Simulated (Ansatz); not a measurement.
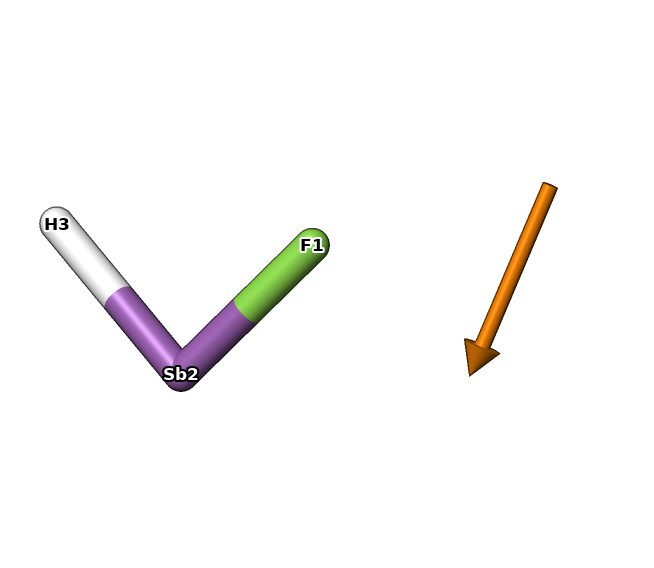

The arrow beside the molecule shows the direction of the dipole moment, from the negative to the positive end (its length means nothing). The species is neutral and a spin doublet. Geometry: relaxed with PBE0-D4/def2-TZVP with one coordinate held away from its value at the minimum. Properties computed with UKS PBE0-D4/def2-TZVP, core potentials on Sb (Ansatz 0.2.0).

### Estimate the dipole moment.

2.53 D; it points from the side of F1 to the side of Sb2 (the outermost atoms at the two ends).
